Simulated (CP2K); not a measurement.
**GeF2 (SMILES [F][Ge][F]) at wB97X/def2-TZVPP**

What is the energy change on altering one bond length of GeF2 at wB97X/def2-TZVPP? 

The results are computed with CP2K 2026.2.

1 further run of the same task is left out (set aside as unsound or not needed).

**1. The system as given**

The species is GeF2 (3 atoms), meant as a singlet with charge 0. SMILES: `[F][Ge][F]`. Geometry: relaxed at PBE0-D4/def2-TZVP.

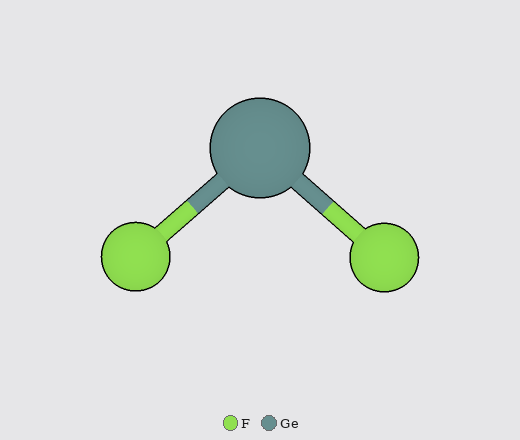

The structure, seen from a chosen angle (fluorine green, germanium teal).

**2. A single-point energy at wB97X/def2-TZVPP**

The input, calc.inp:

```
&GLOBAL
   PROJECT_NAME calc
   RUN_TYPE ENERGY
   PRINT_LEVEL MEDIUM
&END GLOBAL
&FORCE_EVAL
   METHOD QS
   &DFT
      BASIS_SET_FILE_NAME ./def2_tzvpp.basis
      POTENTIAL_FILE_NAME POTENTIAL
      CHARGE 0
      MULTIPLICITY 1
      &QS
         METHOD GAPW
         EPS_DEFAULT 1.0E-10
      &END QS
      &MGRID
         CUTOFF 280
         REL_CUTOFF 50
         NGRIDS 4
      &END MGRID
      # isolated system
      &POISSON
         PERIODIC NONE
         POISSON_SOLVER MULTIPOLE
      &END POISSON
      # SCF settings
      &SCF
         SCF_GUESS ATOMIC
         EPS_SCF 1.0E-07
         MAX_SCF 100
         ADDED_MOS 3
         &DIAGONALIZATION
            ALGORITHM STANDARD
         &END DIAGONALIZATION
         &MIXING
            METHOD DIRECT_P_MIXING
            ALPHA 0.4
         &END MIXING
      &END SCF
      &XC
         &XC_FUNCTIONAL
            &HYB_GGA_XC_WB97X
            &END HYB_GGA_XC_WB97X
         &END XC_FUNCTIONAL
         &HF
            FRACTION 1.0
            &SCREENING
               EPS_SCHWARZ 1.0E-10
               SCREEN_ON_INITIAL_P F
            &END SCREENING
            &INTERACTION_POTENTIAL
               POTENTIAL_TYPE MIX_CL
               SCALE_COULOMB 0.157706
               SCALE_LONGRANGE 0.842294
               OMEGA 0.3
            &END INTERACTION_POTENTIAL
            &MEMORY
               MAX_MEMORY 1050
            &END MEMORY
         &END HF
      &END XC
      &PRINT
         &MOMENTS
            PERIODIC F
            REFERENCE COM
            MAX_MOMENT 1
         &END MOMENTS
         &MO ON
            ENERGIES T
            OCCUPATION_NUMBERS T
            NDIGITS 6
            &EACH
               QS_SCF 0
            &END EACH
            ADD_LAST NUMERIC
         &END MO
         &LOWDIN ON
         &END LOWDIN
         &HIRSHFELD OFF
         &END HIRSHFELD
         &MO_MOLDEN ON
            NDIGITS 8
         &END MO_MOLDEN
      &END PRINT
   &END DFT
   &SUBSYS
      &CELL
         ABC [angstrom] 8.3 9.4 7.8
         PERIODIC NONE
      &END CELL
      &COORD
         F      3.493300     3.483050     3.491150
         Ge     4.806700     4.289650     4.308850
         F      4.196800     5.916950     4.152750
      &END COORD
      &KIND F
         BASIS_SET def2-TZVPP
         POTENTIAL ALL
         LEBEDEV_GRID 194
         RADIAL_GRID 100
      &END KIND
      &KIND Ge
         BASIS_SET def2-TZVPP
         POTENTIAL ALL
         LEBEDEV_GRID 194
         RADIAL_GRID 100
      &END KIND
   &END SUBSYS
&END FORCE_EVAL
```

Command:

```bash
$ OMP_NUM_THREADS=1 cp2k.psmp calc.inp > calc.out
```

Log, cut to the lines that bear on the results:

```text
CP2K| version string:                                       CP2K version 2026.2
[...]
 GLOBAL| Method name                                                        CP2K
[...]
 GLOBAL| Run type                                                         ENERGY
[...]
 DFT| Spin restricted Kohn-Sham (RKS) calculation                            RKS
 DFT| Multiplicity                                                             1
[...]
 DFT| Charge                                                                   0
[...]
 FUNCTIONAL| HYB_GGA_XC_WB97X:
[...]
 QS| Method:                                                                GAPW
[...]
 QS| Density cutoff [a.u.]:                                                140.0
[...]
 QS| Relative density cutoff [a.u.]:                                        25.0
[...]
                             - Atoms:                                          3
[...]
                             - Spherical basis functions:                    110
[...]
 Number of electrons:                                                         50
[...]
     1 P_Mix/Diag. 0.40E+00   10.6     0.27938985     -2276.7216970284 -2.28E+03
[...]
    16 DIIS/Diag.  0.11E-06    1.2     0.00000005     -2276.8644833205  8.19E-12
  *** SCF run converged in    16 steps ***
[...]
  Overlap energy of the core charge distribution:               0.00000264355812
  Self energy of the core charge distribution:               -744.06208821487644
  Core Hamiltonian energy:                                  -1713.43156615621615
  Hartree energy:                                              78.40777349941986
  Exchange-correlation energy:                                -12.49384492046829
  Hartree-Fock Exchange energy:                               -22.26274808092818
[...]
                     Mulliken Population Analysis
 #  Atom  Element  Kind  Atomic population                           Net charge
       1     F        1          9.361647                             -0.361647
       2     Ge       2         31.276506                              0.723494
       3     F        1          9.361847                             -0.361847
 # Total charge                             50.000000                 -0.000000
[...]
  Dipole moment [Debye]
    X=  0.2103958E+01 Y= -0.9164652E+00 Z=  0.1064399E+01  Total=      2.5297220
 ENERGY| Total FORCE_EVAL ( QS ) energy [hartree]          -2276.864483320516683
[...]
```

Wall time 30 s (1 thread of Arm Neoverse V1, shared host); peak memory 0.56 GiB.

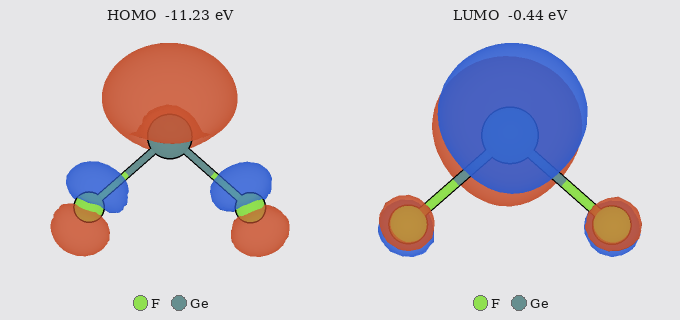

Frontier orbitals of this run, surfaces at ±0.2 Å^-3/2.

**3. The distorted shape at the same level**

The input, qs.inp:

```
&GLOBAL
  PROJECT_NAME qs
  RUN_TYPE ENERGY
  PRINT_LEVEL MEDIUM
&END GLOBAL
&FORCE_EVAL
  METHOD QS
  &DFT
    BASIS_SET_FILE_NAME ./def2_tzvpp.basis
    POTENTIAL_FILE_NAME POTENTIAL
    CHARGE 0
    MULTIPLICITY 1
    &QS
      METHOD GAPW
      EPS_DEFAULT 1.0E-10
    &END QS
    &MGRID
      CUTOFF 280
      REL_CUTOFF 50
      NGRIDS 4
    &END MGRID
    &POISSON
      PERIODIC NONE
      POISSON_SOLVER MULTIPOLE
    &END POISSON
    &SCF
      SCF_GUESS ATOMIC
      EPS_SCF 1.0E-07
      MAX_SCF 100
      ADDED_MOS 10
      &DIAGONALIZATION
        ALGORITHM STANDARD
      &END DIAGONALIZATION
      &MIXING
        METHOD DIRECT_P_MIXING
        ALPHA 0.4
      &END MIXING
    &END SCF
    &XC
      &XC_FUNCTIONAL
        &HYB_GGA_XC_WB97X
        &END HYB_GGA_XC_WB97X
      &END XC_FUNCTIONAL
      &HF
        FRACTION 1.0
        &SCREENING
          EPS_SCHWARZ 1.0E-10
          SCREEN_ON_INITIAL_P F
        &END SCREENING
        &INTERACTION_POTENTIAL
          POTENTIAL_TYPE MIX_CL
          SCALE_COULOMB 0.157706
          SCALE_LONGRANGE 0.842294
          OMEGA 0.3
        &END INTERACTION_POTENTIAL
        &MEMORY
          MAX_MEMORY 1050
        &END MEMORY
      &END HF
    &END XC
    &PRINT
      &MOMENTS
        PERIODIC F
        REFERENCE COM
        MAX_MOMENT 1
      &END MOMENTS
      &MO ON
        ENERGIES T
        OCCUPATION_NUMBERS T
        NDIGITS 6
        &EACH
          QS_SCF 0
        &END EACH
        ADD_LAST NUMERIC
      &END MO
      &LOWDIN ON
      &END LOWDIN
      &HIRSHFELD OFF
      &END HIRSHFELD
      &MO_MOLDEN ON
        NDIGITS 8
      &END MO_MOLDEN
    &END PRINT
  &END DFT
  &SUBSYS
    &CELL
      ABC [angstrom] 8.5 9.6 7.9
      PERIODIC NONE
    &END CELL
    &COORD
      F     -0.872912    -1.222792    -0.620157
      Ge     0.637500    -0.295200     0.320200
      F      0.027600     1.332100     0.164100
    &END COORD
    &TOPOLOGY
      &CENTER_COORDINATES
      &END CENTER_COORDINATES
    &END TOPOLOGY
    &KIND F
      BASIS_SET def2-TZVPP
      POTENTIAL ALL
      LEBEDEV_GRID 194
      RADIAL_GRID 100
    &END KIND
    &KIND Ge
      BASIS_SET def2-TZVPP
      POTENTIAL ALL
      LEBEDEV_GRID 194
      RADIAL_GRID 100
    &END KIND
  &END SUBSYS
&END FORCE_EVAL
```

Command:

```bash
$ OMP_NUM_THREADS=1 cp2k.psmp -i qs.inp > qs.out 2>&1
```

Log, cut to the lines that bear on the results:

```text
CP2K| version string:                                       CP2K version 2026.2
[...]
 GLOBAL| Method name                                                        CP2K
[...]
 GLOBAL| Run type                                                         ENERGY
[...]
 DFT| Spin restricted Kohn-Sham (RKS) calculation                            RKS
 DFT| Multiplicity                                                             1
[...]
 DFT| Charge                                                                   0
[...]
 FUNCTIONAL| HYB_GGA_XC_WB97X:
[...]
 QS| Method:                                                                GAPW
[...]
 QS| Density cutoff [a.u.]:                                                140.0
[...]
 QS| Relative density cutoff [a.u.]:                                        25.0
[...]
                             - Atoms:                                          3
[...]
                             - Spherical basis functions:                    110
[...]
 Number of electrons:                                                         50
[...]
     1 P_Mix/Diag. 0.40E+00   10.4     0.24846240     -2276.5313258798 -2.28E+03
[...]
    18 DIIS/Diag.  0.52E-06    1.3     0.00000008     -2276.8429532344 -2.73E-12
  *** SCF run converged in    18 steps ***
[...]
  Overlap energy of the core charge distribution:               0.00000132681049
  Self energy of the core charge distribution:               -744.06208821487644
  Core Hamiltonian energy:                                  -1713.58894865522529
  Hartree energy:                                              78.58751122226384
  Exchange-correlation energy:                                -12.46012062428303
  Hartree-Fock Exchange energy:                               -22.24468337252163
[...]
                     Mulliken Population Analysis
 #  Atom  Element  Kind  Atomic population                           Net charge
       1     F        1          9.497630                             -0.497630
       2     Ge       2         31.158335                              0.841665
       3     F        1          9.344035                             -0.344035
 # Total charge                             50.000000                 -0.000000
[...]
  Dipole moment [Debye]
    X=  0.3346664E+01 Y= -0.1051503E+00 Z=  0.1850502E+01  Total=      3.8256467
 ENERGY| Total FORCE_EVAL ( QS ) energy [hartree]          -2276.842953234372089
[...]
```

Run time: 32 s. Hardware: 1 thread of Arm Neoverse V1, shared host; peak memory 0.57 GiB.

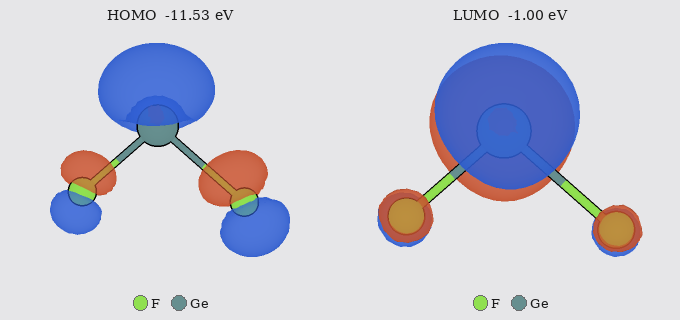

Frontier orbitals of this run, surfaces at ±0.2 Å^-3/2.

**4. Results**

Level: wB97X/def2-TZVPP.

```
                                                          quantity           value
                                         first shape: total energy  -2276.86448 Eh
                                        first shape: dipole moment          2.53 D
                                          first shape: HOMO energy       -11.23 eV
                                          first shape: LUMO energy        -0.44 eV
                                        first shape: HOMO–LUMO gap        10.78 eV
                                     distorted shape: total energy  -2276.84295 Eh
                                    distorted shape: dipole moment          3.83 D
                                      distorted shape: HOMO energy       -11.53 eV
                                      distorted shape: LUMO energy        -1.00 eV
                                    distorted shape: HOMO–LUMO gap        10.54 eV
energy change with the F1–Ge2 bond stretched from 1.745 to 2.007 Å        0.586 eV
```

In words: With the F1–Ge2 bond stretched from 1.745 to 2.007 Å the energy rises by 0.59 eV (56.5 kJ/mol). The first shape isn't relaxed at this level, so the change isn't measured from a minimum.
